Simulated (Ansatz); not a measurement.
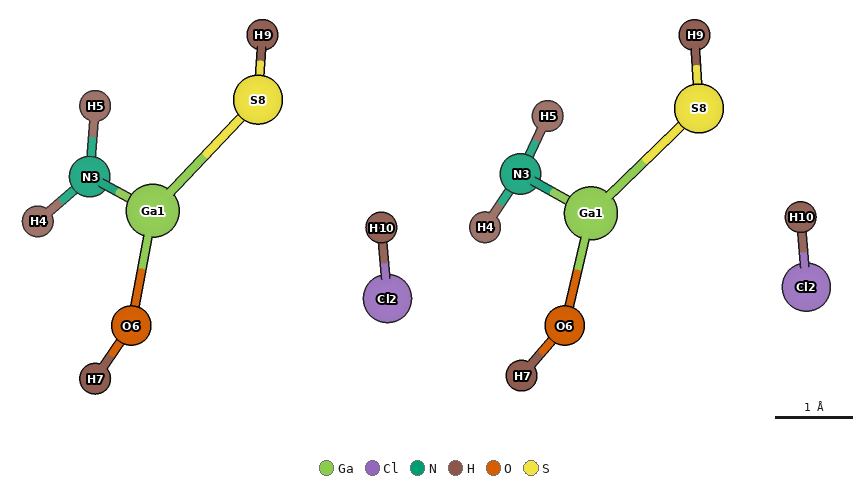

Two geometries of GaNH5SOCl, drawn at one scale. One is the start of a relaxation, the other its converged end. Style: ball-and-stick. Shown at a tilt.

Method: Ansatz, RKS PBE0/def2-SVP. Set-up: no spin polarisation; force threshold 0.03 eV/Å; at most 50 steps.

Which of the two is the end point?

Answer. The right one is the relaxed one. The run prepares an end point of a later path (reaction) calculation, from a guessed geometry. Over 10 accepted moves (14 points after the start) the energy falls by 1.49 kcal/mol. Largest force component: 1 eV/Å at the start, 0.0047 eV/Å at the end. The line search rejected the trial steps at points 2, 9, 10, 12 of the run. The atom that moves furthest after the best rigid fit is H5 (0.29 Å). By element the largest moves are H 0.29 Å, Cl 0.26 Å, S 0.15 Å, N 0.09 Å, Ga 0.06 Å, O 0.04 Å. Among the contacts that change: Ga1–Cl2 3.438 → 3.192 Å, Ga1–S8 2.256 → 2.230 Å, Cl2–H10 1.337 → 1.312 Å, Ga1–N3 1.804 → 1.814 Å. Bond angles that change, for instance: Ga1–N3–H4 124.4° → 120.0°, Ga1–N3–H5 123.0° → 119.8°.

Limits of the set-up: the start holds two separate molecules, 2.6 Å apart at their closest, whose relative position is a soft coordinate and is computed without a dispersion correction.
